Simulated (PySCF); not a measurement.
# C₇H₅N: excited-state relaxation

What do calculations give for the excited-state relaxation of C₇H₅N (`N#Cc1ccccc1`)?

Programs: PySCF 2.14.0, with routines of our own; each step states its level. All values are computed. Atoms count from 0.

### Step 1. The system as given

13 atoms, charge 0, multiplicity 1; geometry from: GFN2-xTB.

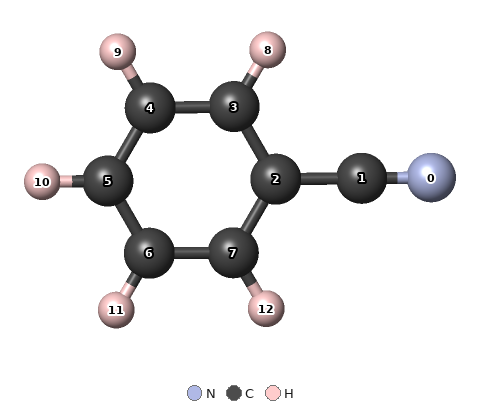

The starting geometry (nitrogen light blue, carbon dark grey, hydrogen pink).

### Step 2. Optimising the geometry at BHandHLYP/def2-SVP

Job settings and geometry (Å):

```
{"job": {"xc": "BHandHLYP", "basis": "def2-SVP", "grid": 1, "kind": "geom"}, "charge": 0, "multiplicity": 1}
N      3.560143     0.626991     0.034732
C      2.430993     0.429019     0.024011
C      1.038044     0.183621     0.009784
C      0.143093     1.249965     0.100803
C     -1.216135     1.002352     0.085713
C     -1.686559    -0.297390    -0.020972
C     -0.797412    -1.357332    -0.110558
C      0.564424    -1.124549    -0.093950
H      0.520648     2.258611     0.181819
H     -1.911349     1.825464     0.158309
H     -2.749704    -0.484974    -0.034228
H     -1.166963    -2.368665    -0.192626
H      1.266388    -1.942627    -0.160566
```

Run with:

```
$ OMP_NUM_THREADS=1 python excited_run.py task.json out
```

This one command runs all jobs of the session in turn.

The log of the run:

```text
step   0  E = -324.05459403  max force = 0.015538
step   1  E = -324.05501644  max force = 0.002751
step   2  E = -324.05502061  max force = 0.000549
step   3  E = -324.05502042  max force = 0.000557
step   4  E = -324.05502135  max force = 0.000233
optimisation converged
```

It took 21 s on 1 thread of Arm Neoverse V2, shared host; peak memory 0.58 GiB.

Step by step:

```
step  energy from step 0 (eV)  largest force component (eV/Å)
   0                   0.0000                          0.7990
   1                  -0.0115                          0.1415
   2                  -0.0116                          0.0282
   3                  -0.0116                          0.0286
   4                  -0.0116                          0.0120
```

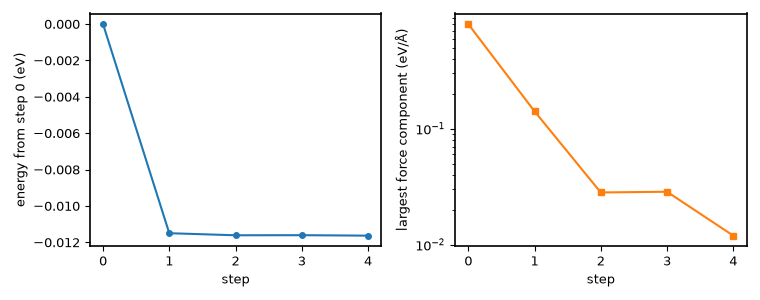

Energy and largest force along the relaxation.

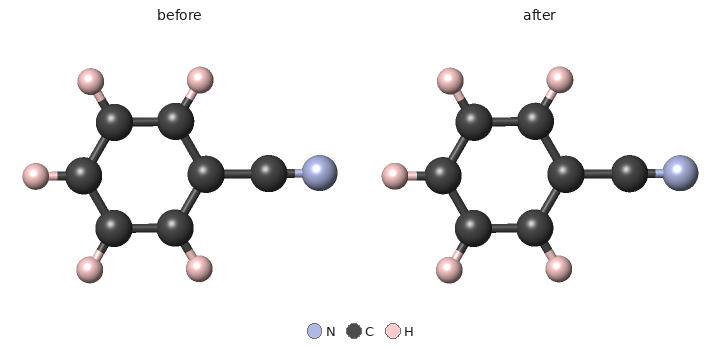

Before and after, at one scale.

Distances of close pairs at the start and the end, largest changes first:

```
  bond  before (Å)  after (Å)  change (Å)
 C1–C2       1.414      1.435      +0.021
C5–H10       1.080      1.084      +0.005
C6–H11       1.080      1.084      +0.004
 C4–H9       1.080      1.084      +0.004
 C3–C4       1.382      1.385      +0.004
 C6–C7       1.382      1.385      +0.004
 C3–H8       1.080      1.083      +0.003
C7–H12       1.080      1.083      +0.003
```

The final coordinates are the input of the step that follows.

```
                         at the end point                value
  point group (found at 0.08 Å tolerance)                  C2v
rotational constants (GHz, main isotopes)  5.717, 1.557, 1.224
                        dipole moment (D)                 4.54
```

### Step 3. Excited-state relaxation: TDA BHandHLYP/def2-SVP

Job settings and geometry (Å):

```
{"job": {"kind": "xopt", "state": "S1", "method": "TDA", "freq": false, "xc": "BHandHLYP", "basis": "def2-SVP", "grid": 1}, "charge": 0, "multiplicity": 1}
N      3.544449     0.656643     0.000917
C      2.415055     0.459987    -0.013251
C      1.001347     0.213257    -0.030668
C      0.105383     1.280407     0.052724
C     -1.258068     1.035523     0.035812
C     -1.732363    -0.266192    -0.063526
C     -0.841502    -1.328605    -0.146690
C      0.523834    -1.094601    -0.130636
H      0.483447     2.292763     0.130315
H     -1.953660     1.864426     0.100840
H     -2.800425    -0.453483    -0.076275
H     -1.211863    -2.344449    -0.224556
H      1.225490    -1.917573    -0.195207
```

With the program's defaults for keys left out, this is: TDA BHandHLYP/def2-SVP excited-state geometry optimisation, gas phase.

The log of the run:

```text
final grid: 53744 points
cycle   1  E = -323.9898967707  dE =  1.643e+00  |g| = 4.721e-01  |ddm| = 4.725e+00
cycle   2  E = -323.9304451687  dE =  5.945e-02  |g| = 7.483e-01  |ddm| = 1.206e+00
cycle   3  E = -324.0542090792  dE = -1.238e-01  |g| = 4.931e-02  |ddm| = 6.127e-01
cycle   4  E = -324.0547998223  dE = -5.907e-04  |g| = 2.861e-02  |ddm| = 1.036e-01
cycle   5  E = -324.0550140682  dE = -2.142e-04  |g| = 5.129e-03  |ddm| = 4.520e-02
cycle   6  E = -324.0550201873  dE = -6.119e-06  |g| = 1.944e-03  |ddm| = 7.524e-03
cycle   7  E = -324.0550212531  dE = -1.066e-06  |g| = 5.671e-04  |ddm| = 2.998e-03
cycle   8  E = -324.0550213433  dE = -9.018e-08  |g| = 1.589e-04  |ddm| = 8.478e-04
cycle   9  E = -324.0550213510  dE = -7.703e-09  |g| = 3.884e-05  |ddm| = 2.394e-04
cycle  10  E = -324.0550213517  dE = -7.159e-10  |g| = 1.862e-05  |ddm| = 6.856e-05
converged SCF energy = -324.0550213517

vertical S1 at the ground-state geometry: 5.6030 eV
step    E(state)/Eh    max force   excitation/eV  root
  0    -323.84805491   0.077600     5.5560      1
  1    -323.85387643   0.010218     5.3271      1
  2    -323.85402933   0.002929     5.3321      1
  3    -323.85404771   0.002563     5.3320      1
  4    -323.85406166   0.001499     5.3293      1
  5    -323.85406889   0.001339     5.3326      1
  6    -323.85407518   0.000142     5.3314      1
optimisation converged
vertical emission 5.3314 eV, adiabatic 5.4680 eV, Stokes shift 0.2716 eV, reorganisation 0.1350 (excited) and 0.1366 eV (ground)
in n-hexane: absorption 5.5836 eV (f = 0.0168, root 1), emission 5.3089 eV (f = 0.0216, root 1)
in dichloromethane: absorption 5.5676 eV (f = 0.0244, root 1), emission 5.2632 eV (f = 0.0489, root 1)
```

It took 95 s on 1 thread of Arm Neoverse V2, shared host; peak memory 0.93 GiB.

In short:

```
                 quantity    value
  vertical absorption, S1  5.60 eV
     adiabatic energy, S1  5.47 eV
    vertical emission, S1  5.33 eV
         Stokes shift, S1  0.27 eV
geometry moved (RMSD), S1  0.028 Å
```

Bonds of the start that changed most:

```
 bond  start (Å)  end (Å)
C3–C4      1.385    1.417
C6–C7      1.385    1.417
C2–C3      1.396    1.426
C7–C2      1.396    1.426
C1–C2      1.435    1.411
C4–C5      1.389    1.410
```

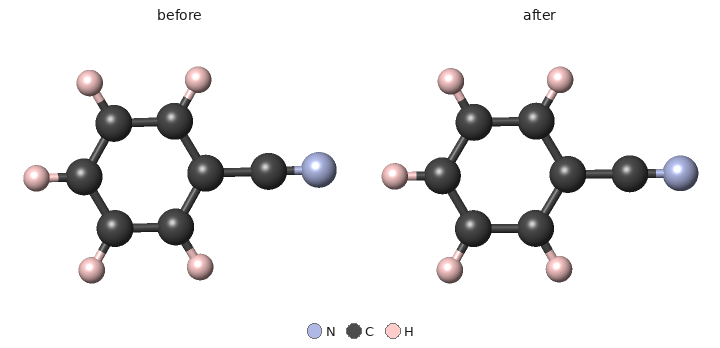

Before and after.

The fields below are evaluated on a grid from the run's orbitals.

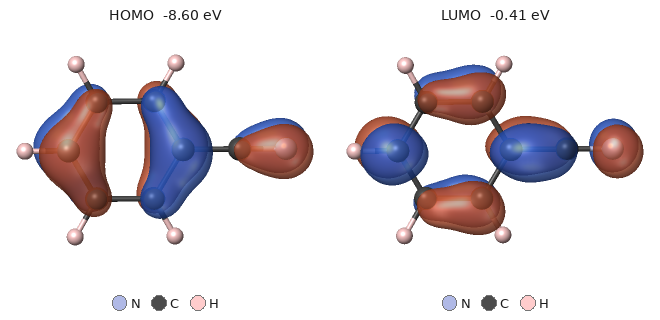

Frontier orbitals at BHandHLYP/def2-SVP; each surface holds 70 % of the orbital's density, blue and red mark the sign.

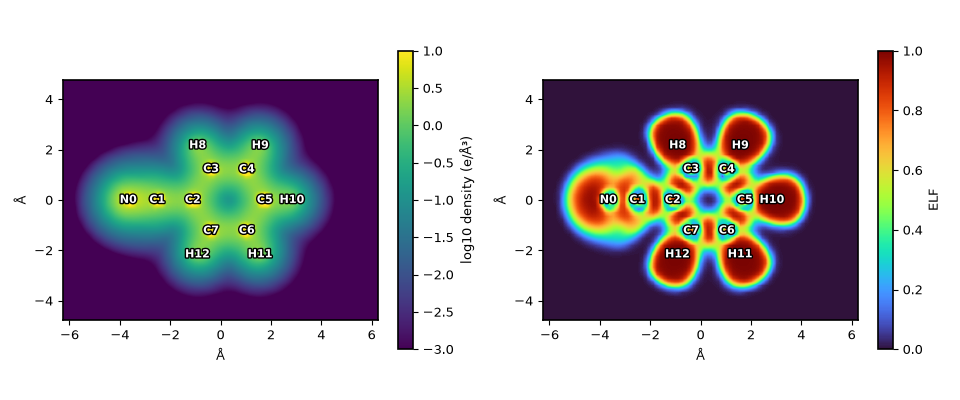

Density (left) and ELF (right) in a plane through or near 13 of the atoms.

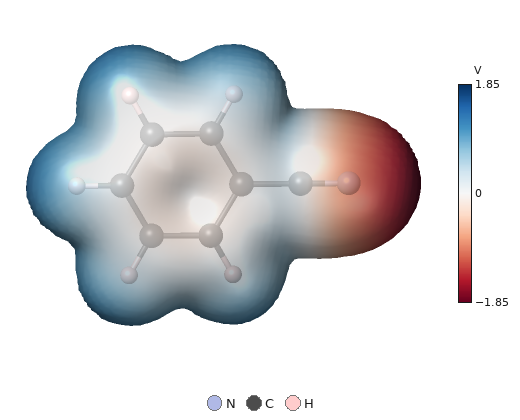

Electrostatic potential on the surface of density 0.002 e/bohr³; red is low, blue high. It runs, from the 1st to the 99th percentile, from -1.85 V near N0 to 1.23 V near H10.

### Step 4. Excited-state relaxation: UKS BHandHLYP/def2-SVP

The job, as its differences from that of step 3:

```diff
@@ -1,2 +1,2 @@
-{"job": {"kind": "xopt", "state": "S1", "method": "TDA", "freq": false, "xc": "BHandHLYP", "basis": "def2-SVP", "grid": 1}, "charge": 0, "multiplicity": 1}
+{"job": {"kind": "xopt", "state": "T1", "method": "UKS", "freq": false, "xc": "BHandHLYP", "basis": "def2-SVP", "grid": 1}, "charge": 0, "multiplicity": 1}
 N      3.544449     0.656643     0.000917
```

Method: UKS BHandHLYP/def2-SVP excited-state geometry optimisation, gas phase.

The log of the run:

```text
final grid: 53744 points
cycle   1  E = -323.9898967707  dE =  1.643e+00  |g| = 4.721e-01  |ddm| = 4.725e+00
cycle   2  E = -323.9304451687  dE =  5.945e-02  |g| = 7.483e-01  |ddm| = 1.206e+00
cycle   3  E = -324.0542090792  dE = -1.238e-01  |g| = 4.931e-02  |ddm| = 6.127e-01
cycle   4  E = -324.0547998223  dE = -5.907e-04  |g| = 2.861e-02  |ddm| = 1.036e-01
cycle   5  E = -324.0550140682  dE = -2.142e-04  |g| = 5.129e-03  |ddm| = 4.520e-02
cycle   6  E = -324.0550201873  dE = -6.119e-06  |g| = 1.944e-03  |ddm| = 7.524e-03
cycle   7  E = -324.0550212531  dE = -1.066e-06  |g| = 5.671e-04  |ddm| = 2.998e-03
cycle   8  E = -324.0550213433  dE = -9.018e-08  |g| = 1.589e-04  |ddm| = 8.478e-04
cycle   9  E = -324.0550213510  dE = -7.703e-09  |g| = 3.884e-05  |ddm| = 2.394e-04
cycle  10  E = -324.0550213517  dE = -7.159e-10  |g| = 1.862e-05  |ddm| = 6.856e-05
converged SCF energy = -324.0550213517

vertical T1 at the ground-state geometry: 3.9776 eV
step    E(state)/Eh    max force   <S^2>
  0    -323.90201264   0.118218    2.0323
  1    -323.92928507   0.024667    2.0522
  2    -323.93188806   0.008881    2.0565
  3    -323.93203480   0.010227    2.0584
  4    -323.93276843   0.005294    2.0567
  5    -323.93287445   0.003489    2.0565
  6    -323.93296343   0.001551    2.0569
  7    -323.93295263   0.001614    2.0568
  8    -323.93298135   0.000534    2.0567
  9    -323.93298574   0.000159    2.0567
optimisation converged
vertical emission 2.6630 eV, adiabatic 3.3208 eV, Stokes shift 1.3146 eV, reorganisation 0.6569 (excited) and 0.6577 eV (ground)
```

Run time: 98 s. Hardware: 1 thread of Arm Neoverse V2, shared host; peak memory 0.68 GiB.

In short:

```
                                     quantity    value
vertical gap at the ground-state geometry, T1  3.98 eV
                         adiabatic energy, T1  3.32 eV
     vertical gap at the relaxed geometry, T1  2.66 eV
               difference of the two gaps, T1  1.31 eV
                    geometry moved (RMSD), T1  0.057 Å
```

Bonds of the start that changed most:

```
 bond  start (Å)  end (Å)
C2–C3      1.396    1.488
C7–C2      1.396    1.487
C1–C2      1.435    1.376
C5–C6      1.389    1.446
C4–C5      1.389    1.445
C6–C7      1.385    1.340
```

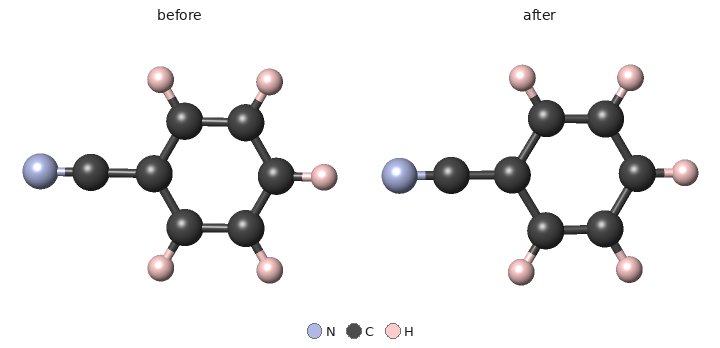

Before and after.

### Step 5. Results

| quantity | value |
| --- | --- |
| point group | C2v |
| rotational constants (main isotopes) | 5.72, 1.56, 1.22 GHz |
| vertical absorption, S1 (step 3, TDA BHandHLYP/def2-SVP) | 5.60 eV |
| adiabatic energy, S1 (step 3, TDA BHandHLYP/def2-SVP) | 5.47 eV |
| vertical emission, S1 (step 3, TDA BHandHLYP/def2-SVP) | 5.33 eV |
| Stokes shift, S1 (step 3, TDA BHandHLYP/def2-SVP) | 0.27 eV |
| surface potential, 1st and 99th percentile | -1.85 V and 1.23 V |
| vertical gap at the ground-state geometry, T1 (step 4, UKS BHandHLYP/def2-SVP) | 3.98 eV |
| adiabatic energy, T1 (step 4, UKS BHandHLYP/def2-SVP) | 3.32 eV |
| vertical gap at the relaxed geometry, T1 (step 4, UKS BHandHLYP/def2-SVP) | 2.66 eV |
| difference of the two gaps, T1 (step 4, UKS BHandHLYP/def2-SVP) | 1.31 eV |

Relaxing lowered the energy by 0.012 eV in 4 steps; the close pair that moved most is C1–C2, from 1.414 to 1.435 Å. Where no frequencies were run, the relaxed excited state may be a saddle. In step 3 (excited-state relaxation), among the bonds C3–C4 changes most, from 1.385 to 1.417 Å. At BHandHLYP/def2-SVP, counted by nearest atom on the grid, the HOMO lies on C2, C5 about 23 % each; N0 16 %, the LUMO on C2, C5 about 19 % each; N0 12 %. In step 4 (excited-state relaxation), among the bonds C2–C3 changes most, from 1.396 to 1.488 Å. ΔSCF (UKS) and response values aren't on one footing and may follow different states, so their differences aren't method errors alone, and singlets and triplets from the two don't rank.
